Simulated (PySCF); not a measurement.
**NH3 (ammonia) at CCSD/6-311G(d) (sfX2C)**

Aim: a geometry optimisation of NH3 (ammonia). Input form: a Python script.

Program for the calculation: PySCF 2.14.0.

2 further runs of the same task are left out: 1 that didn't finish, 1 set aside as unsound or not needed.

### 1 The system as given

NH3 has 4 atoms, charge 0, and is taken as a singlet. SMILES: `N`. The shape is that of a GFN2-xTB optimisation. The run starts from this shape.

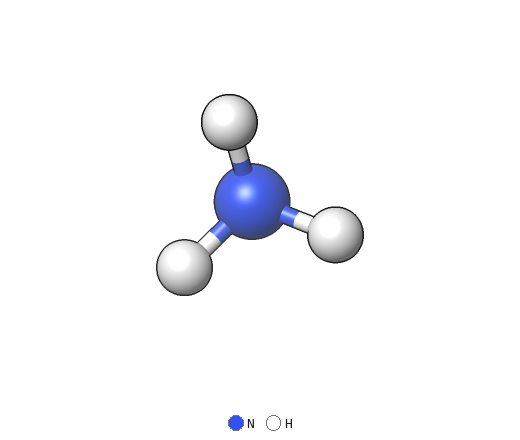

Viewed from a chosen angle; nitrogen blue, hydrogen white.

### 2 A structure relaxation at CCSD/6-311G(d) (sfX2C)

The input, calc.py:

```python
# N
from pyscf import gto, scf, cc
from pyscf.geomopt.geometric_solver import kernel as optimise

system = gto.M(
    atom='''
N
H 1 1.012578
H 1 1.012544 2 107.73131
H 1 1.012645 3 107.70714 2 115.91019
''',
    verbose=3,
    max_memory=1860,
    basis='6-311g*',
    spin=0,
)

hf = scf.RHF(system)
hf = hf.sfx2c1e()
hf.init_guess = 'mod_huckel'
hf.kernel()
mycc = cc.CCSD(hf, frozen=1)
mycc.kernel()
converged, mol_eq = optimise(mycc, maxsteps=100, convergence_set='GAU_TIGHT')
print('converged:', converged)
print(mol_eq.tostring())

hf.reset(mol_eq)
system = mol_eq
hf.kernel()
mycc = cc.CCSD(hf, frozen=1)
mycc.kernel()
e_final = mycc.e_tot
print('E(%s) = %.9f' % ('CCSD', e_final))
dip = hf.dip_moment()
pop, q = hf.mulliken_pop()
```

On the command line:

```
$ OMP_NUM_THREADS=1 python calc.py
```

What values should one expect? Wanted: total energy at the end; dipole moment; HOMO energy; LUMO energy; HOMO–LUMO gap; correlation energy; T1 diagnostic.

**Answer.** As computed:

Level: CCSD/6-311G* (sfX2C), 1 core orbital frozen.

```
                                  quantity         value
                   total energy at the end  -56.42267 Eh
      dipole moment (Hartree–Fock density)        1.88 D
       HOMO energy (Hartree–Fock orbitals)     -11.50 eV
       LUMO energy (Hartree–Fock orbitals)       4.21 eV
     HOMO–LUMO gap (Hartree–Fock orbitals)      15.71 eV
correlation energy (1 core orbital frozen)    -194.5 mEh
                             T1 diagnostic         0.006
```

**Reading.** At the final geometry: Bond lengths: N1–H2 1.013 Å, N1–H3 1.013 Å, N1–H4 1.013 Å. Angles: H2–N1–H3 106.8°, H2–N1–H4 106.8°, H3–N1–H4 106.8°. The optimisation took 4 steps and changed the energy by -0.001 eV.
